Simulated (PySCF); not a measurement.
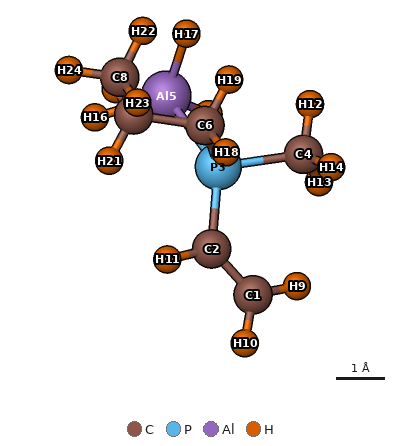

The structure as given in the input (ball-and-stick view, seen at an oblique angle; atoms are numbered from 1 in the order of the input). Sticks mark near contacts. Bond lengths as drawn: Al–H 1.57 to 1.58 Å, Al–P 2.48 Å, C–C 1.32 to 1.53 Å, C–H 1.08 to 1.10 Å and C–P 1.81 to 1.84 Å.

NMR shielding calculation of C6H16AlP

The run: NMR shielding calculation of C6H16AlP, SMILES C=C[P@@+](C)([AlH3-])CCC. Method and program: GIAO PBE0/pcSseg-1 NMR shielding, non-relativistic, gas phase (PySCF 2.14.0).

The geometry comes from this level: GFN2-xTB. Figures and captions count atoms from 1; the log counts them from 0 in places.

## Input file
```
{"job": {"kind": "nmr", "xc": "PBE0", "basis": "pcSseg-1"}, "charge": 0, "multiplicity": 1}
C      2.192501    -2.210873    -1.017231
C      1.151054    -1.394744    -1.057861
P      0.890497     0.054220    -0.005931
C      1.906246    -0.263524     1.480063
Al     0.943987     2.520386    -0.275707
C     -0.814837    -0.267272     0.614186
C     -1.825410     0.315871    -0.369983
C     -3.255281     0.159691     0.129996
H      2.985962    -2.096404    -0.298171
H      2.294044    -3.033563    -1.706892
H      0.381718    -1.522804    -1.811202
H      1.713222     0.552089     2.177594
H      2.960744    -0.237562     1.210974
H      1.657928    -1.219394     1.939747
H      2.489145     2.711236    -0.065649
H      0.315315     2.727604    -1.696267
H      0.031843     2.753048     0.994042
H     -0.976198    -1.338396     0.770756
H     -0.903375     0.245085     1.576402
H     -1.589052     1.378597    -0.507597
H     -1.721921    -0.174320    -1.341635
H     -3.382371     0.667599     1.083197
H     -3.499777    -0.892530     0.266602
H     -3.957720     0.585721    -0.581478
```

The first line tells a small driver script what to run in PySCF; the rest is the geometry in Å.

Machine: 1 CPU thread, shared host.

Run as:
```bash
OMP_NUM_THREADS=1 python <driver script> task.json out
```

## The program's output
```
coarse grid: 19688 points
cycle   1  E = -821.3158839075  dE =  4.602e-01  |g| = 4.565e-01  |ddm| = 4.209e+00
cycle   2  E = -821.3173914139  dE = -1.508e-03  |g| = 4.702e-01  |ddm| = 8.163e-01
cycle   3  E = -821.3728119324  dE = -5.542e-02  |g| = 5.066e-02  |ddm| = 4.166e-01
cycle   4  E = -821.3733844743  dE = -5.725e-04  |g| = 2.779e-02  |ddm| = 8.980e-02
cycle   5  E = -821.3735698501  dE = -1.854e-04  |g| = 9.574e-03  |ddm| = 3.098e-02
cycle   6  E = -821.3735935276  dE = -2.368e-05  |g| = 2.058e-03  |ddm| = 1.057e-02
cycle   7  E = -821.3735945661  dE = -1.038e-06  |g| = 5.176e-04  |ddm| = 2.426e-03
final grid: 177016 points
cycle   8  E = -821.4231970019  dE = -4.508e-05  |g| = 9.683e-03  |ddm| = 3.608e-02
cycle   9  E = -821.4231902560  dE =  6.746e-06  |g| = 1.102e-02  |ddm| = 1.602e-02
cycle  10  E = -821.4232210956  dE = -3.084e-05  |g| = 4.931e-04  |ddm| = 8.880e-03
cycle  11  E = -821.4232211587  dE = -6.308e-08  |g| = 1.334e-04  |ddm| = 8.801e-04
cycle  12  E = -821.4232211631  dE = -4.416e-09  |g| = 4.761e-05  |ddm| = 2.067e-04
cycle  13  E = -821.4232211637  dE = -5.373e-10  |g| = 1.505e-05  |ddm| = 6.253e-05
```

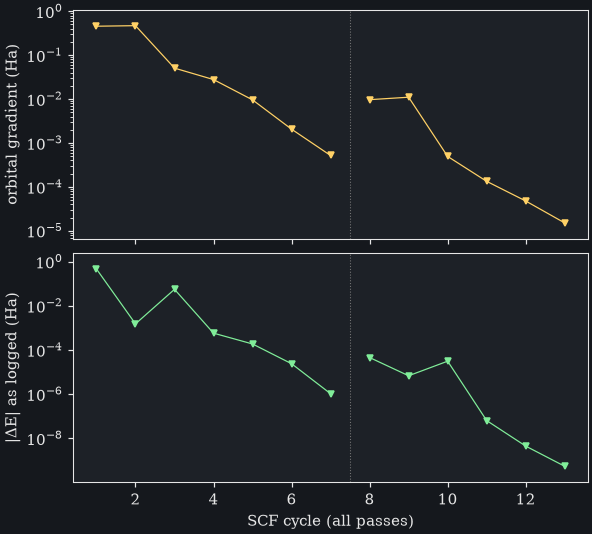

Convergence of the self-consistent field: orbital gradient and size of the energy change against the SCF cycle. The dotted line marks the change from a coarse to the final integration grid. The first 7 cycles use a coarse grid, the final grid takes over at cycle 8, and the field converges after 13 cycles in all.

```
converged SCF energy = -821.4232211637

GIAO shielding tensors (ppm)
atom      isotropic    diamagn.    paramagn.     s11        s22        s33       span
  0 C       52.453     253.529    -201.076    -67.054     51.761    172.652    239.706
  1 C       46.562     265.593    -219.031    -69.290     44.421    164.555    233.845
  2 P      364.983     972.360    -607.377    332.296    350.758    411.896     79.600
  3 C      175.704     257.055     -81.351    168.963    170.140    188.008     19.045
  4 Al     438.741     796.392    -357.651    433.293    436.440    446.490     13.197
  5 C      149.844     259.494    -109.649    136.369    142.527    170.637     34.268
  6 C      162.167     251.187     -89.020    151.032    163.307    172.161     21.129
  7 C      168.288     244.867     -76.579    155.953    160.420    188.490     32.537
  8 H       25.770      32.270      -6.500     21.790     24.065     31.455      9.666
  9 H       25.354      28.826      -3.472     22.242     24.284     29.536      7.294
 10 H       25.081      34.557      -9.476     22.515     23.382     29.346      6.832
 11 H       30.106      32.542      -2.437     25.270     28.631     36.417     11.147
 12 H       30.099      32.238      -2.138     25.980     26.797     37.522     11.542
 13 H       30.581      33.506      -2.926     26.173     28.069     37.500     11.328
 14 H       27.879      29.983      -2.104     24.293     26.907     32.436      8.143
 15 H       27.727      29.915      -2.188     24.406     26.798     31.977      7.571
 16 H       27.847      31.202      -3.355     24.751     27.771     31.019      6.268
 17 H       30.215      36.239      -6.024     25.878     30.417     34.350      8.473
 18 H       30.213      36.699      -6.486     25.844     30.593     34.201      8.357
 19 H       29.304      33.634      -4.330     22.738     30.191     34.982     12.244
 20 H       30.263      34.299      -4.037     24.683     31.368     34.736     10.053
 21 H       30.680      29.051       1.629     26.271     29.116     36.654     10.383
 22 H       30.770      29.175       1.595     26.238     28.975     37.098     10.860
 23 H       30.261      27.351       2.910     25.438     27.297     38.047     12.609
```

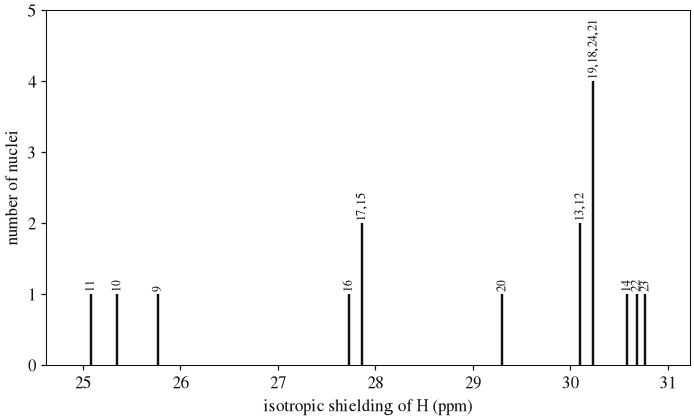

Isotropic shieldings of the hydrogen nuclei in this fixed geometry, labelled by atom number; shielding grows to the right, so chemical shift grows to the left. The least shielded is H11 (25.1 ppm), the most shielded H23 (30.8 ppm).

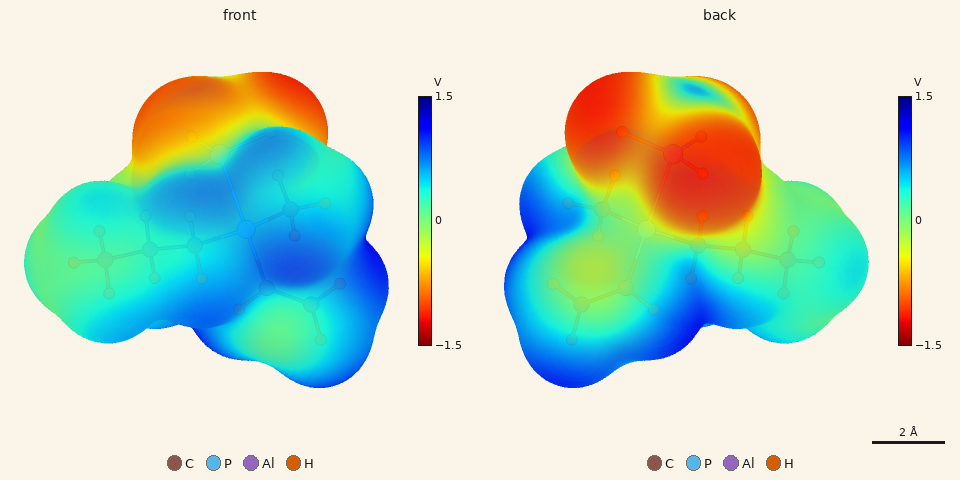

The electrostatic potential painted on the density surface at 0.001 e/bohr³, seen at a tilt and from behind; red is negative and blue positive. Its dipole moment is 5.17 D.

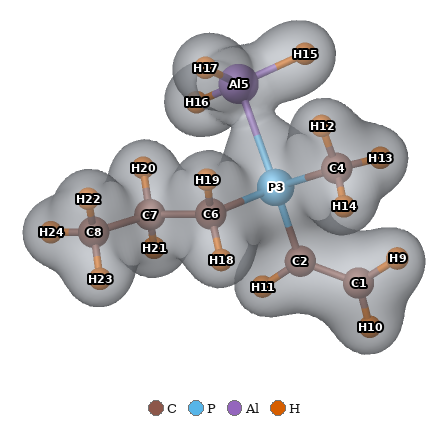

Isosurface of the electron density at 0.2 e/Å³ (grey), seen at a tilt. At this value the surface is in one piece. On the grid the lowest density along these lines, outside the cores, is 2.3 e/Å³ (C–C, 1.32 Å), 1.1 e/Å³ (C–P, 1.81 Å), 0.27 e/Å³ (Al–P, 2.48 Å) and 1.9 e/Å³ (C–H, 1.08 Å).

## Results in brief

| quantity | value |
| --- | --- |
| outcome | converged |
| total energy | −821.423221 hartree |
| HOMO | −7.48 eV |
| LUMO | −1.01 eV |
| dipole moment | 5.17 D |
| isotropic shielding, C | 46.6 to 175.7 ppm |
| isotropic shielding, P | 365.0 ppm |
| isotropic shielding, Al | 438.7 ppm |
| isotropic shielding, H | 25.1 to 30.8 ppm |
| wall time | 58 s |
| peak memory | 1.1 GiB |
